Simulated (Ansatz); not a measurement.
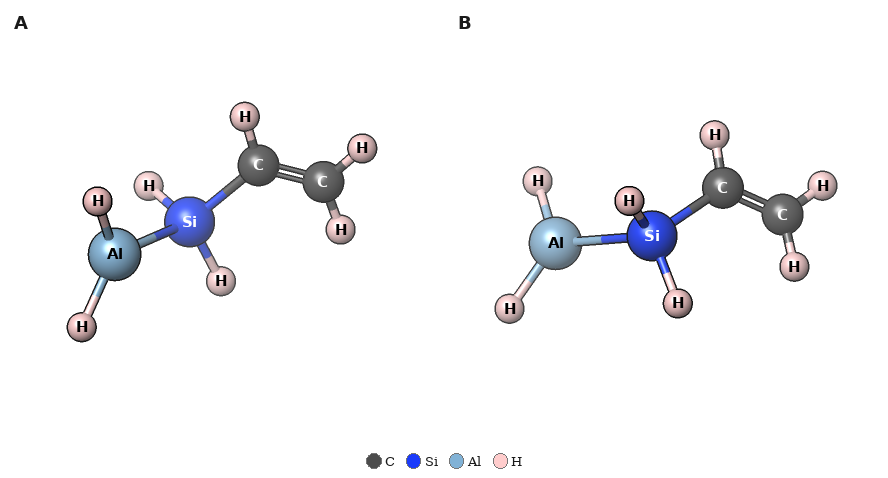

Depth is shown by fading: the farther an atom, the more it takes the colour of the background. The geometry was computed by an optimisation with PBE0-D4/def2-TZVP.

> Can A be turned into B by a rotation alone?

No. They are mirror images that no rotation superimposes: the geometry of C2H7AlSi is chiral (C1). Their energies are equal.
